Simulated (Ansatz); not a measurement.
# Ga2H6S2: basis-set convergence

Aim: see how fast density functionals converge with the basis set for Ga2H6S2.

The runs use Ansatz 0.2.0, Gaussian basis; one geometry, several basis sets.

The runs, in order: PBE0-D4/def2-SVP; ωB97M-V/def2-SVP; PBE0-D4/def2-QZVPP; ωB97M-V/def2-QZVPP; the functionals' def2-TZVPP values are taken from earlier runs.

## 1. The relaxed structure

All runs share one geometry, relaxed beforehand with PBE0-D4 in a triple-zeta def2 set.

SMILES `[SH+]1[GaH2-][SH+][GaH2-]1`, 10 atoms, charge 0, spin multiplicity 1.

Atoms are counted from 1 here; the program's logs count them from 0.

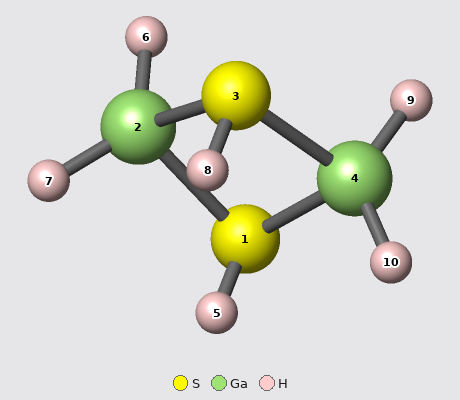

The structure; sulfur yellow, gallium green, hydrogen pink; atoms are numbered from 1 in the order of the file.

## 2. PBE0-D4 in def2-SVP

in.yaml

```yaml
crystal:
  periodic: [false, false, false]
  atoms:
    - {symbol: S, position_ang: [-0.542065, 1.329630, -1.015540]}
    - {symbol: Ga, position_ang: [0.733145, -0.687089, -1.306165]}
    - {symbol: S, position_ang: [0.474872, -1.401503, 0.974346]}
    - {symbol: Ga, position_ang: [-1.195427, 0.324527, 1.067897]}
    - {symbol: H, position_ang: [0.465206, 2.058906, -0.508101]}
    - {symbol: H, position_ang: [-0.182553, -1.634516, -2.138548]}
    - {symbol: H, position_ang: [2.226654, -0.296894, -1.533851]}
    - {symbol: H, position_ang: [1.475243, -0.653687, 1.468273]}
    - {symbol: H, position_ang: [-2.545395, -0.395112, 0.770078]}
    - {symbol: H, position_ang: [-0.826581, 1.304640, 2.224612]}
basis:
  gaussian: {orbitals: def2-SVP}
hamiltonian: {xc: pbe0, dispersion: d4}
output: {orbitals: {seedname: orbitals}}
```

Run with:

```
$ ansatz run in.yaml --threads 4 --pin off --events-out ev --progress --plain --max-ram 11315MiB
```

Output:

```text
Functional definition: PBE0
  name "PBE0"
  cite "Adamo & Barone, J. Chem. Phys. 110, 6158 (1999) doi:10.1063/1.478522"
  cite "Perdew, Burke & Ernzerhof, Phys. Rev. Lett. 77, 3865 (1996) doi:10.1103/PhysRevLett.77.3865"
  parent pbe
  parameter a = 0.25
  parameter kappa = 0.804
  parameter beta = 0.06672455060314922
  exchange = (1 - a)*pbe_x(kappa = kappa, mu = beta*pi^2/3) + a*exact_x
  correlation = pbe_c(beta = beta)
1280 factors; integrals over basis functions are off by at most 7.9e-4 eV
mean field evaluation 1: about -126484.2457 eV, gradient 2.8e1 eV
mean field evaluation 2: about -126484.3132 eV, gradient 3.1e1 eV
mean field evaluation 4: about -126485.3850 eV, gradient 3.9e-1 eV
mean field evaluation 8: about -126485.4376 eV, gradient 6.2e-2 eV
mean field evaluation 16: about -126485.4377 eV, gradient 6.1e-5 eV
mean field -126485.43765451 eV, -4648.2540988943 hartree, gradient 6.1e-5 eV, S^2 0.000000; 0 other end points of the search recorded, 0 dependent functions left out
reference -126485.43768949 eV, -4648.2541001799 hartree; 50, 50 occupied and 80, 80 virtual orbitals, 1280 factors
Total energy: -126485.74645362 eV, -4648.2654470522 hartree
```

It took 2 s on 4 threads of Arm Neoverse V2, shared host.

## 3. ωB97M-V in def2-SVP

in.yaml, as its differences from that of step 2:

```diff
@@ -15,3 +15,3 @@
   gaussian: {orbitals: def2-SVP}
-hamiltonian: {xc: pbe0, dispersion: d4}
+hamiltonian: {xc: {name: wB97M-V}}
 output: {orbitals: {seedname: orbitals}}
```

The command is unchanged.

Output, cut to the lines that bear on the results:

```text
Functional definition: wB97M-V
  name "wB97M-V"
  cite "Mardirossian & Head-Gordon, J. Chem. Phys. 144, 214110 (2016) doi:10.1063/1.4952647"
  cite "Becke, J. Chem. Phys. 107, 8554 (1997) doi:10.1063/1.475007"
  cite "Vydrov & Van Voorhis, J. Chem. Phys. 133, 244103 (2010) doi:10.1063/1.3521275"
  # Of w^i u^j: cxij and so on, Table III.
[...]
  gx(w, u) = 1 - cx + cx01*u + cx10*w
  gss(w, u) = css00 + css04*u^4 + css10*w + css20*w^2 + css43*w^4*u^3
  gos(w, u) = cos00 + cos10*w + (cos20 + cos21*u)*w^2 + (cos60 + cos61*u)*w^6
[...]
      + integral(e_c_pw_mod_opposite_spin*gos(b97_w_opposite, b97_u_opposite)) + vv10(b, c)
1280 factors; integrals over basis functions are off by at most 7.9e-4 eV
381 factors; integrals over basis functions are off by at most 5.6e-6 eV
[...]
mean field -126499.65079497 eV, -4648.7764221721 hartree, gradient 5.2e-5 eV, S^2 0.000000; 0 other end points of the search recorded, 0 dependent functions left out
reference -126499.65085222 eV, -4648.7764242760 hartree; 50, 50 occupied and 80, 80 virtual orbitals, 1280 factors
Total energy: -126499.65085222 eV, -4648.7764242760 hartree
```

Wall time 8.5 s (4 threads of Arm Neoverse V2, shared host).

## 4. PBE0-D4 in def2-QZVPP

in.yaml, as its differences from that of step 3:

```diff
@@ -14,4 +14,4 @@
 basis:
-  gaussian: {orbitals: def2-SVP}
-hamiltonian: {xc: {name: wB97M-V}}
+  gaussian: {orbitals: "def2-QZVPP.json"}
+hamiltonian: {xc: pbe0, dispersion: d4}
 output: {orbitals: {seedname: orbitals}}
```

Launched as before.

Output:

```text
Functional definition: PBE0
  name "PBE0"
  cite "Adamo & Barone, J. Chem. Phys. 110, 6158 (1999) doi:10.1063/1.478522"
  cite "Perdew, Burke & Ernzerhof, Phys. Rev. Lett. 77, 3865 (1996) doi:10.1103/PhysRevLett.77.3865"
  parent pbe
  parameter a = 0.25
  parameter kappa = 0.804
  parameter beta = 0.06672455060314922
  exchange = (1 - a)*pbe_x(kappa = kappa, mu = beta*pi^2/3) + a*exact_x
  correlation = pbe_c(beta = beta)
2292 factors; their error is unknown
mean field evaluation 1: about -126507.5453 eV, gradient 3.5e1 eV
mean field evaluation 2: about -126507.6193 eV, gradient 4.5e1 eV
mean field evaluation 4: about -126509.1083 eV, gradient 1.4e0 eV
mean field evaluation 8: about -126509.4311 eV, gradient 7.7e-2 eV
mean field -126509.43110399 eV, -4649.1358418993 hartree, gradient 4.3e-5 eV, S^2 0.000000; 0 other end points of the search recorded, 0 dependent functions left out
reference -126509.43115145 eV, -4649.1358436436 hartree; 50, 50 occupied and 448, 448 virtual orbitals, 2292 factors
Total energy: -126509.73991558 eV, -4649.1471905160 hartree
```

Wall time 17 s (4 threads of Arm Neoverse V2, shared host); peak memory 3 GiB.

## 5. ωB97M-V in def2-QZVPP

in.yaml, as its differences from that of step 4:

```diff
@@ -15,3 +15,3 @@
   gaussian: {orbitals: "def2-QZVPP.json"}
-hamiltonian: {xc: pbe0, dispersion: d4}
+hamiltonian: {xc: {name: wB97M-V}}
 output: {orbitals: {seedname: orbitals}}
```

Launched as before.

Output, cut to the lines that bear on the results:

```text
Functional definition: wB97M-V
  name "wB97M-V"
  cite "Mardirossian & Head-Gordon, J. Chem. Phys. 144, 214110 (2016) doi:10.1063/1.4952647"
  cite "Becke, J. Chem. Phys. 107, 8554 (1997) doi:10.1063/1.475007"
  cite "Vydrov & Van Voorhis, J. Chem. Phys. 133, 244103 (2010) doi:10.1063/1.3521275"
  # Of w^i u^j: cxij and so on, Table III.
[...]
  gx(w, u) = 1 - cx + cx01*u + cx10*w
  gss(w, u) = css00 + css04*u^4 + css10*w + css20*w^2 + css43*w^4*u^3
  gos(w, u) = cos00 + cos10*w + (cos20 + cos21*u)*w^2 + (cos60 + cos61*u)*w^6
[...]
      + integral(e_c_pw_mod_opposite_spin*gos(b97_w_opposite, b97_u_opposite)) + vv10(b, c)
2226 factors; their error is unknown
420 factors; integrals over basis functions are off by at most 7.0e-6 eV
[...]
mean field -126523.44336913 eV, -4649.6507831453 hartree, gradient 6.9e-5 eV, S^2 0.000000; 0 other end points of the search recorded, 0 dependent functions left out
reference -126523.44344428 eV, -4649.6507859072 hartree; 50, 50 occupied and 448, 448 virtual orbitals, 2226 factors
Total energy: -126523.44344428 eV, -4649.6507859072 hartree
```

Run time: 35 s. Hardware: 4 threads of Arm Neoverse V2, shared host; peak memory 3.4 GiB.

## 6. Density functionals: the series

The def2-TZVPP values come from earlier runs at the same geometry.

```
functional       basis  functions   energy (eV)  from the largest (eV)  HOMO (eV)  LUMO (eV)
   PBE0-D4    def2-SVP        130  -126485.7465                 23.993      -8.10      -0.36
   PBE0-D4  def2-TZVPP        264  -126506.7160                  3.024      -8.08      -0.43
   PBE0-D4  def2-QZVPP        498  -126509.7399                  0.000      -8.08      -0.59
   ωB97M-V    def2-SVP        130  -126499.6509                 23.793     -10.13       1.27
   ωB97M-V  def2-TZVPP        264  -126520.5149                  2.928     -10.15       1.15
   ωB97M-V  def2-QZVPP        498  -126523.4434                  0.000     -10.14       0.75
```

## 7. Summary of results

```
                                       quantity           value
PBE0-D4: double and triple zeta above quadruple  23.99, 3.02 eV
ωB97M-V: double and triple zeta above quadruple  23.79, 2.93 eV
```

PBE0-D4 gains 20.97 eV from double to triple zeta, then 3.02 eV more. These are total energies; as a rule much of such shifts cancels in differences, which this series doesn't test. The LUMO of ωB97M-V is positive and keeps falling with the basis (1.27 to 0.75 eV): an unbound level that the basis holds in place.

For PBE0-D4 the largest set took about 8 times as long as the smallest (17 s against 2 s).
